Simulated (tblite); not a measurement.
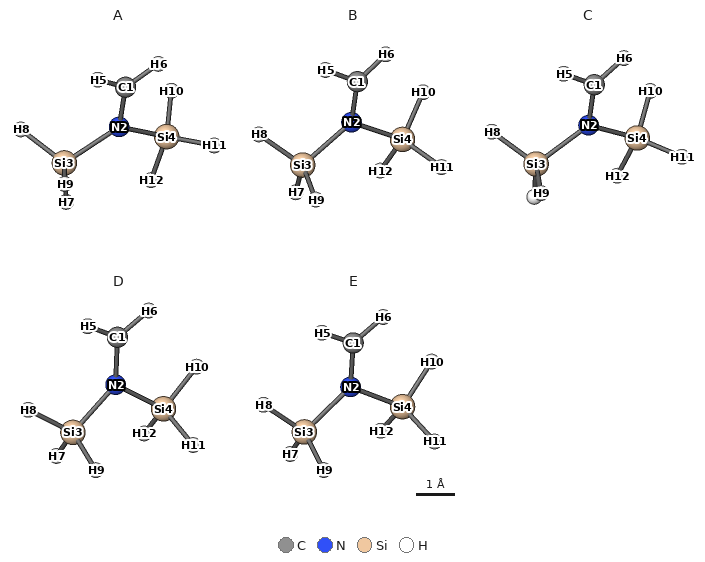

5 geometries from one relaxation of CH8NSi2 (multiplicity 2), in shuffled order. A ball-and-stick model, seen at a tilt.

These are results of GFN2-xTB geometry optimisation, gas phase (tblite 0.8.0), not measurements. 

**Order the frames from highest to lowest energy.**

D, E, B, C, A. They are steps 0, 19, 39, 44, 65, at +0.507 eV, +0.075 eV, +0.038 eV, +0.019 eV relative to the last. The largest moves after the best rigid fit, 1.08 Å, are those of H9 and H11. By element the largest moves are H 1.08 Å, C 0.51 Å, N 0.26 Å, Si 0.25 Å. Near-neighbour distances that change, for instance: Si3–Si4 2.769 → 3.128 Å, C1–N2 1.470 → 1.369 Å, N2–Si4 1.700 → 1.751 Å, Si4–H12 1.499 → 1.456 Å. Among the angles between lasting bonds that change: Si3–N2–Si4 107.9° → 126.6°, C1–N2–Si4 125.4° → 116.7°, C1–N2–Si3 124.2° → 116.7°. Groups turn about N2–Si3 by about 45°, N2–Si4 by about 45°. Over 65 geometry steps the energy falls by 0.507 eV. Cost: 0.26 s on 1 thread of Arm Neoverse V2 (shared host).
